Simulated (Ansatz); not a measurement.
**Be (Im-3m, 1 atom in the cell): following an unstable mode**

Aim: this structure of Be (Im-3m, 1 atom in the cell) is to be tested for unstable modes, and one is followed downhill.

Method: DFT PBEsol, scalar-relativistic, plane waves, PAW; PAW set soft_1, in Ansatz 0.2.0.

This is not the structure that Be takes at ambient pressure and room temperature (hexagonal, No. 194); it is a model or a phase of other conditions.

## 1. The structure

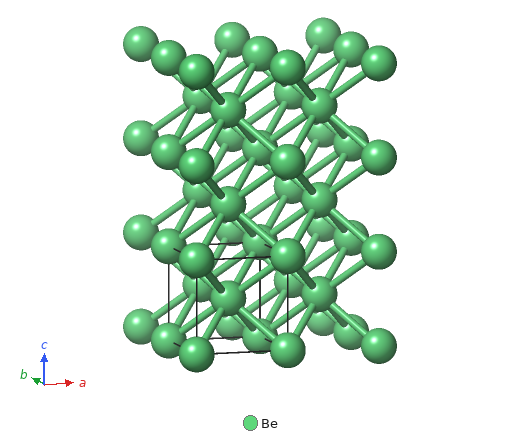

The cell as given, slightly off an axis (beryllium green). 2×2×3 cells are drawn. This picture shows the conventional cell, with its axes. Some periodic images of atoms are drawn too.

## 2. Phonons on a q mesh

The cell comes from relaxations at this level that are not shown. Stability and thermal properties need the whole zone. Linear response on a 6×6×6 q mesh gives force constants as far as a supercell of that size would.

input.yaml

```yaml
crystal:
  lattice:
    - [-1.2461673065, 1.2461673065, 1.2461673065]
    - [1.2461673065, -1.2461673065, 1.2461673065]
    - [1.2461673065, 1.2461673065, -1.2461673065]
  atoms:
    - { symbol: Be, position: [0.0, 0.0, 0.0] }
kpoints:
  mp_grid: { grid: [24, 24, 24] }
hamiltonian:
  xc: pbesol
  pseudopotentials: { kind: paw, azcp: { folder: soft_1 }, xc_functional: pbe }
scf:
  occupations: { method: methfessel_paxton, width: 0.2 }
output:
  eigenvalues: true
phonons:
  method: dfpt
  qmesh: [6, 6, 6]
  temperatures: { t_max: 1000, t_step: 50 }
  qpath:
    path:
      - [[0.0, 0.0, 0.0], [0.5, -0.5, 0.5], [0.0, 0.0, 0.5], [0.0, 0.0, 0.0], [0.25, 0.25, 0.25], [0.5, -0.5, 0.5]]
      - [[0.25, 0.25, 0.25], [0.0, 0.0, 0.5]]
    npoints: 10
```

Command:

```console
ansatz run input.yaml --threads 4 --pin off --max-ram 10240MiB --backend cpu --events-out ev --progress --plain --runs-dir out
```

Numbers of over 12 decimals in the logs are rounded to 6 here.

The log of the run:

```text
Engine: ansatz 0.2.0, aarch64-unknown-linux-gnu
Pseudopotentials: kind: paw
Pseudopotential: Be, paw, valence charge 2, recommended cutoff 420 eV (normal), soft_1/Be.paw.azcp
Functional definition: PBEsol
  exchange = pbesol_x
  correlation = pbesol_c
Crystal: 1 atoms, lattice volume = 7.741 Å³
Basis set: ecut = 420 eV, 141 PW (Γ), exchange–correlation on 30×30×30 points (8 copies of the dense FFT grid, shifted against one another)
Bands: 5, of which v1, the nominal top of the filled ones, is band 1 counted from 1 (0 counted from 0)
Symmetry: 48 space group operations
k-points: 413 of 13824
Non-local potential: Be, projectors of the file, l = 0: 2, l = 1: 2, l = 2: 1
PAW form: soft (Blöchl's): semilocal exchange-correlation on the pseudo side does not see the compensation charge
PAW frozen core: Be, regenerated for the run's functional, and the local potential with it (the file was generated under x = pbe(κ = 0.804, μ = 0.219515), c = pbe(β = 0.066725))
PAW one-centre angular grid: Be, 110 points (default); XC on 64 Gauss nodes
Initial density: superposition of atomic densities (chi_scale 0.1, normalization cell)
Initial wavefunctions: pseudopotential atomic-orbital guess
Functional: x = pbesol(κ = 0.804, μ = 0.123457), c = pbesol(β = 0.046)
iter 1 solved again at ethr=2.86e-5 eV; its pass at ethr=3.10e-3 eV (dr2=5.72e-4 eV) is discarded
SCF iter   1: F=—  HF=-90.257817 eV  |F-HF|=—  |Δ(HF+E_count)|=         —  Δρ=5.68e-3  dr2=5.73e-4  ethr=2.86e-5  ⟨swp⟩=1.0  Hψ=23808  notcnv=0
preconditioner: auto → none  [metal: Δε(μ)=0.047 eV  Ē_g=19.160 eV  σ=0.200 eV  W_gap=0.20  n_scr=0 (ndim 8)  ℏωp=18.9 eV  f_vac=0.000  D(μ)=0.17/eV (n_scr^D=0)]
SCF iter   2: F=—  HF=-90.252475 eV  |F-HF|=—  |Δ(HF+E_count)|=   5.34e-3  S|Δr|=    0.00e0  Δρ=2.88e-3  dr2=1.60e-4  ethr=2.86e-5  ⟨swp⟩=1.0  Hψ=2065  notcnv=0
SCF iter   3: F=—  HF=-90.251653 eV  |F-HF|=—  |Δ(HF+E_count)|=   8.22e-4  S|Δr|=    0.00e0  Δρ=1.26e-4  dr2=8.21e-7  ethr=7.98e-6  ⟨swp⟩=1.2  Hψ=2146  notcnv=0
SCF iter   4: F=—  HF=-90.251653 eV  |F-HF|=—  |Δ(HF+E_count)|=   4.09e-7  S|Δr|=    0.00e0  Δρ=4.41e-5  dr2=9.49e-8  ethr=4.11e-8  ⟨swp⟩=1.0  Hψ=2082  notcnv=0
SCF iter   5: F=—  HF=-90.251653 eV  |F-HF|=—  |Δ(HF+E_count)|=   4.97e-8  S|Δr|=    0.00e0  Δρ=7.94e-7  dr2=1.50e-11  ethr=4.75e-9  ⟨swp⟩=1.1  Hψ=2095  notcnv=0
SCF iter   6: F=-90.251653 eV  HF=-90.251653 eV  |F-HF|=1.42e-14  |Δ(HF+E_count)|=  9.04e-12  S|Δr|=    0.00e0  Δρ=4.57e-8  dr2=8.56e-14  ethr=1.00e-12  ⟨swp⟩=3.9  Hψ=4265  notcnv=0
SCF 1 converged in 6 iterations: F = -90.251653 eV  dr2 = 8.56e-14
  greatest PAW one-centre occupation: 0.349 electrons in one spin orbital (limit 2), on the Be atom at site 0 (counted from 0), in its partial waves of l = 0
NSCF: frozen V_eff on 413 k-points
NSCF: frozen V_eff on 1063 k-points
DFPT response loops at q = (0, 0, 0) (fractional): preconditioner auto → Kerker (q_TF=auto, 2.177 Å⁻¹) (partly filled bands, converged f_vac=0.000); β = 1.00, the filter's whole step (`scf.mixing.beta` (0.50) is not read by the response loops under this deck's `scf.mixing.preconditioner`; to damp them name `kerker` or `kerker_dos`, under which they read `scf.mixing.beta`, and type it under 1.00, their step now; both keys bind the ground state too); Broyden in place of MSR1
NSCF: frozen V_eff on 14400 k-points
DFPT response loops at q = (0, 0, 0.166667) (fractional): mixed as the last ones told, above
NSCF: frozen V_eff on 14400 k-points
DFPT response loops at q = (0, 0, 0.333333) (fractional): mixed as the last ones told, above
NSCF: frozen V_eff on 7228 k-points
DFPT response loops at q = (0, 0, -0.5) (fractional): mixed as the last ones told, above
NSCF: frozen V_eff on 27648 k-points
DFPT response loops at q = (0, 0.166667, 0.166667) (fractional): mixed as the last ones told, above
NSCF: frozen V_eff on 27648 k-points
DFPT response loops at q = (0, 0.166667, 0.333333) (fractional): mixed as the last ones told, above
NSCF: frozen V_eff on 14400 k-points
DFPT response loops at q = (0, 0.333333, 0.333333) (fractional): mixed as the last ones told, above
NSCF: frozen V_eff on 14400 k-points
DFPT response loops at q = (0.166667, 0.166667, 0.166667) (fractional): mixed as the last ones told, above
NSCF: frozen V_eff on 13872 k-points
DFPT response loops at q = (0.166667, 0.166667, 0.333333) (fractional): mixed as the last ones told, above
NSCF: frozen V_eff on 7512 k-points
DFPT response loops at q = (0.166667, 0.166667, -0.166667) (fractional): mixed as the last ones told, above
NSCF: frozen V_eff on 14400 k-points
DFPT response loops at q = (0.166667, 0.333333, -0.333333) (fractional): mixed as the last ones told, above
NSCF: frozen V_eff on 14400 k-points
DFPT response loops at q = (0.166667, -0.5, -0.5) (fractional): mixed as the last ones told, above
NSCF: frozen V_eff on 27648 k-points
DFPT response loops at q = (0.166667, -0.5, -0.333333) (fractional): mixed as the last ones told, above
NSCF: frozen V_eff on 7512 k-points
DFPT response loops at q = (0.333333, 0.333333, -0.333333) (fractional): mixed as the last ones told, above
NSCF: frozen V_eff on 14400 k-points
DFPT response loops at q = (0.333333, -0.5, -0.5) (fractional): mixed as the last ones told, above
NSCF: frozen V_eff on 2126 k-points
DFPT response loops at q = (-0.5, -0.5, -0.5) (fractional): mixed as the last ones told, above
SCF converged after 6 iterations
Stability not checked: this state was not tested for a lower state beside it, because cold or Methfessel-Paxton smearing, or corrected tetrahedra, fill the levels in a way that the test cannot read (fill_not_monotonic; see scf.lower_state_search)
Free energy (F): -90.251653 eV
Harris-Foulkes:  -90.251653 eV  (|F-HF|=1.42e-14)
Internal energy: -90.251589 eV  (E = F + TS)
E sigma→0 (E₀):  -90.251637 eV
Entropy (-TS):   -0.000064 eV (-0.064 meV/atom)
Fermi energy:    9.268141 eV
--- Per-component energies (eV) ---
  E_band       = 6.443188
  E_kinetic    = 21.747987
  E_local      = 3.408374  (includes V_loc(G=0)·N_el)
  E_nonlocal   = 3.650919
  E_hartree    = 0.018749
  E_xc         = -20.407490
  E_vxc        = -20.928260  (∫ρ·V_xc dr)
  E_paw        = -56.627785  (= ΣΔE_a)
  E_vpaw       = -1.473330  (= ΣTr[D̂ρ^β])
  E_aug_tail   = -0.000001  (compensation charges beyond the density's cutoff)
  E_ewald      = -42.051875
  E_core_change = 0.009531  (= ΣΔE_core)
  E_smearing   = -0.000064  (= −TS)
  E_closure    = -0.000000  (closes the sum)
  Σ components = -90.251653   (vs F -90.251653, Δ=0.00e0)
--- Band table (eV; the first three rows and the last of 413) ---
  k-point 0: bands = ["-3.1536", "28.7764", "28.7764", "28.7764", "40.1352"]
  k-point 1: bands = ["-3.0926", "28.4713", "28.5179", "28.7029", "39.2794"]
  k-point 2: bands = ["-2.9094", "27.5327", "27.8417", "28.4858", "37.4889"]
  k-point 412: bands = ["13.1639", "13.1639", "13.1639", "19.0374", "19.0374"]
--- Phonons (Γ-DFPT): 1 representative perturbation + reference (Σ response iterations 3) ---
  ASR residual: 9.285e-6 → 0.000e0 eV/Å²; symmetrization residual: 9.252e-17 eV/Å²
  ASR residual per site (eV/Å²): 9.28e-6
  Γ frequencies (cm⁻¹): 0.00 0.00 0.00
--- Phonons (arbitrary-q DFPT): 16 irreducible q on the 6×6×6 mesh ---
  q = [0.0000, 0.0000, 0.0000] (star 1, of the zone-centre solve; hermiticity 1.45e-12, symmetrization 9.96e-12): -0.00 -0.00 -0.00
  q = [0.0000, 0.0000, 0.1667] (star 12, 2 solved perturbations in 10956 linear systems a pass and spin channel, the states on 7200 of 13824 k-point pairs; hermiticity 1.19e-15, symmetrization 5.57e-15): 84.80 317.94 362.99
  q = [0.0000, 0.0000, 0.3333] (star 12, 2 solved perturbations in 10956 linear systems a pass and spin channel, the states on 7200 of 13824 k-point pairs; hermiticity 1.98e-16, symmetrization 9.48e-16): 57.19 531.79 583.92
  q = [0.0000, 0.0000, -0.5000] (star 6, 2 solved perturbations in 5577 linear systems a pass and spin channel, the states on 3614 of 13824 k-point pairs; hermiticity 2.39e-12, symmetrization 2.29e-12): -53.81 605.34 669.57
  q = [0.0000, 0.1667, 0.1667] (star 24, 2 solved perturbations in 21024 linear systems a pass and spin channel, the states on 13824 of 13824 k-point pairs; hermiticity 1.66e-9, symmetrization 2.37e-15): 210.47 339.81 592.35
  q = [0.0000, 0.1667, 0.3333] (star 48, 3 solved perturbations on 13824 of 13824 k-point pairs: no pair is spared here; hermiticity 2.83e-9, symmetrization 7.54e-18): 267.20 536.68 658.17
  q = [0.0000, 0.3333, 0.3333] (star 8, 1 solved perturbation on 7200 of 13824 k-point pairs; hermiticity 1.96e-15, symmetrization 1.96e-15): 422.91 566.78 566.78
  q = [0.1667, 0.1667, 0.1667] (star 8, 1 solved perturbation on 7200 of 13824 k-point pairs; hermiticity 1.54e-15, symmetrization 2.57e-15): 276.59 276.59 687.02
  q = [0.1667, 0.1667, 0.3333] (star 12, 2 solved perturbations in 10692 linear systems a pass and spin channel, the states on 6936 of 13824 k-point pairs; hermiticity 8.33e-16, symmetrization 1.23e-15): 271.51 511.11 551.60
  q = [0.1667, 0.1667, -0.1667] (star 6, 2 solved perturbations in 5784 linear systems a pass and spin channel, the states on 3756 of 13824 k-point pairs; hermiticity 1.42e-15, symmetrization 4.09e-15): 352.72 379.88 379.88
  q = [0.1667, 0.3333, -0.3333] (star 24, 3 solved perturbations on 7200 of 13824 k-point pairs; hermiticity 2.62e-9, symmetrization 5.15e-16): 398.68 544.00 588.76
  q = [0.1667, -0.5000, -0.5000] (star 12, 2 solved perturbations in 10956 linear systems a pass and spin channel, the states on 7200 of 13824 k-point pairs; hermiticity 2.93e-11, symmetrization 1.67e-11): 398.08 620.23 680.39
  q = [0.1667, -0.5000, -0.3333] (star 24, 2 solved perturbations in 21024 linear systems a pass and spin channel, the states on 13824 of 13824 k-point pairs; hermiticity 8.89e-10, symmetrization 3.89e-16): 495.62 584.88 654.45
  q = [0.3333, 0.3333, -0.3333] (star 6, 2 solved perturbations in 5784 linear systems a pass and spin channel, the states on 3756 of 13824 k-point pairs; hermiticity 3.60e-16, symmetrization 2.22e-15): 593.83 593.83 601.60
  q = [0.3333, -0.5000, -0.5000] (star 12, 2 solved perturbations in 10956 linear systems a pass and spin channel, the states on 7200 of 13824 k-point pairs; hermiticity 9.98e-11, symmetrization 5.26e-11): 596.96 642.65 644.28
  q = [-0.5000, -0.5000, -0.5000] (star 1, 1 solved perturbation on 1063 of 13824 k-point pairs; hermiticity 5.69e-12, symmetrization 2.85e-12): 665.29 665.29 665.29
  sum rule: each row above includes the acoustic sum rule's correction from the zone centre's row sums; it moved no ω² by more than (0.53 cm⁻¹)²
  mesh force constants: q→R imaginary residual 0.00e0; ASR residual 9.285e-6 → 0.000e0 eV/Å²; symmetrization residual 5.329e-15 eV/Å²
  interpolated dispersion: 62 rows × 3 modes
  density of states and harmonic sums: on the 36×36×36 q-mesh, interpolated from the force constants of a 6×6×6 supercell (no non-analytic term)
  largest difference from the sums on the solved wave vectors: F 5.17e-3 eV, S 8.58e-6 and C_V 3.46e-6 eV/K
  zero-point energy: 0.088536 eV/cell   skipped modes (ω ≤ 0): 8, of them read as no rigid motion or as one in doubt: 5 (1.929e-3 modes/cell left out, lowest -53.81 cm⁻¹)   left out of the sums: 6.64e-4 of the cell's modes: C_V's classical limit lies that fraction below 3 k_B per atom; for a crystal, a wire or a layer, F and S can be off by more, and a phonons.interpolated_qmesh denser along its periods is the remedy for the sampling
```

The job ended after 2.5 min (4 threads of Arm Neoverse V1, shared host; peak memory 1.6 GiB).

Reading the cycles: dr2 is the Hartree energy of the density residual (eV), the measure of convergence; HF is the Harris–Foulkes estimate of the energy, which meets the free energy F at convergence.

This step gave:

```yaml
volume_per_atom: 7.741 Å³
gap_on_the_k_mesh: 0 eV
sum_rule_residual_before_enforcement: 9.28e-6 eV/Å²
lowest_frequency_on_the_path: -53.81 cm⁻¹
highest_frequency_on_the_path_or_at_a_solved_wavevector: 687.0 cm⁻¹
lowest_mode_on_the_q_mesh_acoustic_modes_at_gamma_apart: -53.81 cm⁻¹
```

Frequencies (cm⁻¹) solved at each irreducible wavevector; negative means imaginary. Frequencies by wavevector, by row:

```
q in reciprocal lattice units  star  mode 1  mode 2  mode 3
                        0 0 0     1       0       0       0
                   0 0 0.1667    12    84.8   317.9     363
                   0 0 0.3333    12    57.2   531.8   583.9
                     0 0 -0.5     6   -53.8   605.3   669.6
              0 0.1667 0.1667    24   210.5   339.8   592.4
              0 0.1667 0.3333    48   267.2   536.7   658.2
              0 0.3333 0.3333     8   422.9   566.8   566.8
         0.1667 0.1667 0.1667     8   276.6   276.6     687
         0.1667 0.1667 0.3333    12   271.5   511.1   551.6
        0.1667 0.1667 -0.1667     6   352.7   379.9   379.9
        0.1667 0.3333 -0.3333    24   398.7     544   588.8
             0.1667 -0.5 -0.5    12   398.1   620.2   680.4
          0.1667 -0.5 -0.3333    24   495.6   584.9   654.5
        0.3333 0.3333 -0.3333     6   593.8   593.8   601.6
             0.3333 -0.5 -0.5    12     597   642.6   644.3
               -0.5 -0.5 -0.5     1   665.3   665.3   665.3
```

Interpolated from a 6×6×6 q mesh. The phonon branches at the labelled points (cm⁻¹):

```
    point  branch 1  branch 2  branch 3
        Γ         0         0         0
        H       665       665       665
        N       -54       605       670
        Γ         0         0         0
        P       425       425       425
        H       665       665       665
jump to P       425       425       425
        N       -54       605       670
```

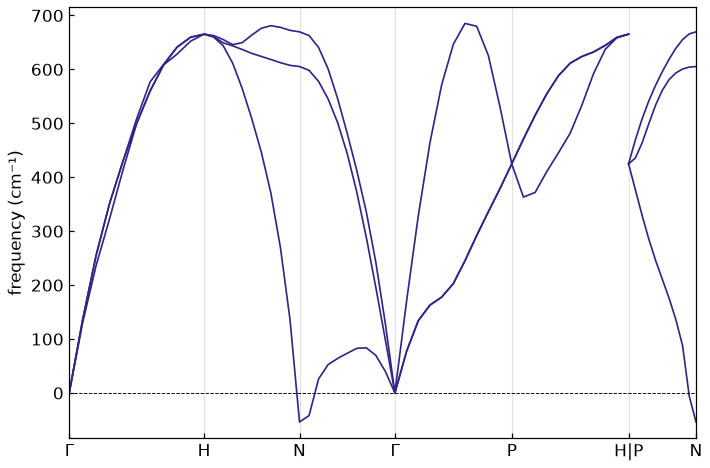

Phonon branches along the path.

Symmetry leaves 16 wavevectors to solve. The lowest mode among them, the acoustic zeros apart, lies at q = (0, 0, -0.5) and is imaginary, 53.8i cm⁻¹, so the energy falls along it.

## 3. The mode frozen in, largest atomic shift 0 Å

The mode followed lies at q = (0, 0, -0.5) with frequency 53.8i cm⁻¹, the softest among the wavevectors solved. At small amplitude the distorted cell has space group no. 63 by a symmetry search on the positions. The undistorted cell that holds it gives the zero of energy on the same k mesh.

System of this step: Be. It takes space group Im-3m (No. 229, cubic). Conventional cell: a = 2.492 Å, b = 2.492 Å, c = 2.492 Å, α = 90.00°, β = 90.00°, γ = 90.00°. Nearest to Be lie 8 Be at 2.16 Å.

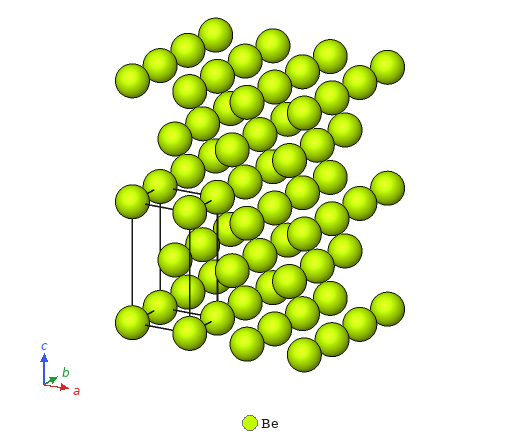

The cell of this step (beryllium green). 3×3×2 cells are drawn. Some periodic images of atoms are drawn too.

input.yaml, the sections that differ from step 2:

```yaml
crystal:
  lattice:
    - [-1.2461673065, 1.2461673065, 1.2461673065]
    - [1.2461673065, -1.2461673065, 1.2461673065]
    - [2.4923346131, 2.4923346131, 0.0]
  atoms:
    - { symbol: Be, position: [0.0, 0.0, 0.0] }
    - { symbol: Be, position: [0.5, 0.5, 0.5] }
kpoints:
  mp_grid: { grid: [20, 20, 12] }
output:
  forces: true
  stress: true
  eigenvalues: true
# hamiltonian, scf: as in step 2
# phonons: removed
```

The log of the run:

```text
[...]
Crystal: 2 atoms, lattice volume = 15.482 Å³
Basis set: ecut = 420 eV, 291 PW (Γ), exchange–correlation on 30×30×48 points (8 copies of the dense FFT grid, shifted against one another)
Bands: 6, of which v1, the nominal top of the filled ones, is band 2 counted from 1 (1 counted from 0)
Symmetry: 16 space group operations
[...]
k-points: 777 of 4800
[...]
Internal energy: -180.504859 eV  (E = F + TS)
E sigma→0 (E₀):  -180.504914 eV
Entropy (-TS):   -0.000074 eV (-0.037 meV/atom)
Fermi energy:    9.170897 eV
[...]
--- Stress (GPa, compression-positive) ---
       -0.018185       0.053692       0.000000
        0.053692      -0.018185       0.000000
        0.000000      -0.000000       0.080273
  P = ⅓ Tr σ = 0.0146 GPa (0.146 kbar)
--- Band table (eV; the first three rows and the last of 777) ---
[...]
[key lines of the parts left out:]
SCF converged after 5 iterations
Free energy (F): -180.504933 eV
```

Elapsed: 1.6 s, on 4 threads; peak memory 0.36 GiB.

Numbers from this step:

```yaml
pressure: 0.01463 GPa
energy_from_the_undistorted_cell: 0 meV/atom
```

The run ends at a pressure of 0.01 GPa.

## 4. The mode frozen in, largest atomic shift 0.14 Å

The atoms are moved along the unstable eigenvector, the largest shift by 0.14 Å, with the cell fixed.

input.yaml, the sections that differ from step 3:

```yaml
crystal:
  lattice:
    - [-1.2461673065, 1.2461673065, 1.2461673065]
    - [1.2461673065, -1.2461673065, 1.2461673065]
    - [2.4923346131, 2.4923346131, 0.0]
  atoms:
    - { symbol: Be, position: [-0.0397197667, 0.0397197667, 0.0] }
    - { symbol: Be, position: [0.5397197667, 0.4602802333, 0.5] }
output:
  forces: true
  stress: true
  eigenvalues: true
  write_density: true
  write_potential: true
  elf: true
  volumetric_format: npy
# kpoints, hamiltonian, scf: as in step 3
```

The log of the run:

```text
[...]
Crystal: 2 atoms, lattice volume = 15.482 Å³
Basis set: ecut = 420 eV, 291 PW (Γ), exchange–correlation on 30×30×48 points (8 copies of the dense FFT grid, shifted against one another)
Bands: 6, of which v1, the nominal top of the filled ones, is band 2 counted from 1 (1 counted from 0)
Symmetry: 8 space group operations
[...]
k-points: 777 of 4800
[...]
atom   1  Be     0.02333143    -0.02333143     0.00000000
  atom   2  Be    -0.02333143     0.02333143     0.00000000
  max |Σ_I F_I| component: 3.47e-18 eV/Å
--- Stress (GPa, compression-positive) ---
        4.718308      -6.639509      -0.000000
       -6.639509       4.718308       0.000000
        0.000000       0.000000      -5.721135
  P = ⅓ Tr σ = 1.2385 GPa (12.385 kbar)
--- Band table (eV; the first three rows and the last of 777) ---
[...]
[key lines of the parts left out:]
SCF converged after 5 iterations
Free energy (F): -180.511704 eV
Fermi energy:    8.900579 eV
```

Run time: 2.1 s. Hardware: 4 threads; peak memory 0.37 GiB.

Numbers from this step:

| Item | Value |
| --- | --- |
| pressure | 1.238 GPa |
| energy from the undistorted cell | -3.393 meV/atom |

The energy, extrapolated to zero smearing, is -3.39 meV/atom against the undistorted cell.

The run ends at a pressure of 1.24 GPa, with forces up to 0.033 eV/Å.

## 5. Energy along the mode, all amplitudes (two of the runs are shown above)

An imaginary frequency means negative curvature, so the energy should fall and then rise again as anharmonic terms take over.

This step gave:

- depth at the lowest point sampled: 3.393 meV/atom
- largest atomic shift at that point: 0.14 Å

Table of energy from the parent by largest atomic shift:

```
largest atomic shift (Å)  energy from the parent (meV/atom)
                   0.000                                  0
                   0.040                             -0.357
                   0.080                              -1.14
                   0.140                              -3.39
                   0.220                               1.72
                   0.320                               53.7
```

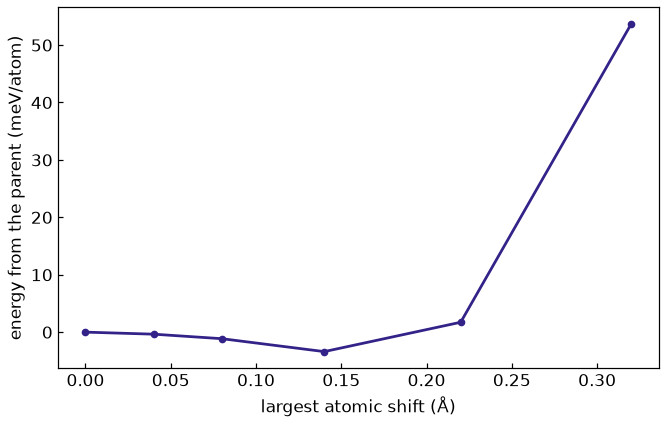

Energy from the parent, plotted against largest atomic shift.

Displacement at unit largest shift by atom:

```
atom   x (Å)   y (Å)  z (Å)   size
 Be1   0.707  -0.707  0.000  1.000
 Be2  -0.707   0.707  0.000  1.000
```

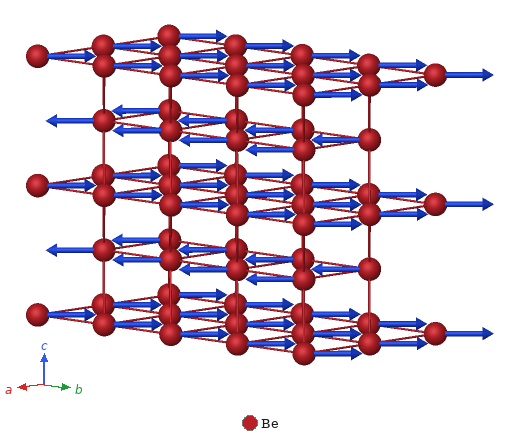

Displacement at unit largest shift as arrows, the longest 1.000 Å. 2×4×2 cells are drawn. Some periodic images of atoms are drawn too.

The lowest of the steps tried is at 0.14 Å, 3.39 meV/atom below the parent; the bottom of the well need not coincide with a step.

(Part 1 of 2 ends here.)

[Logs are printed without paths, hosts, clocks, repeated set-up lines and the standing remarks that a program may print on its own settings, such as how far it seeks lower states.]

[Hosts, paths, dates, database ids (printed as entryN), source tags and the programs' standing remarks are cut or masked in the printed files.]
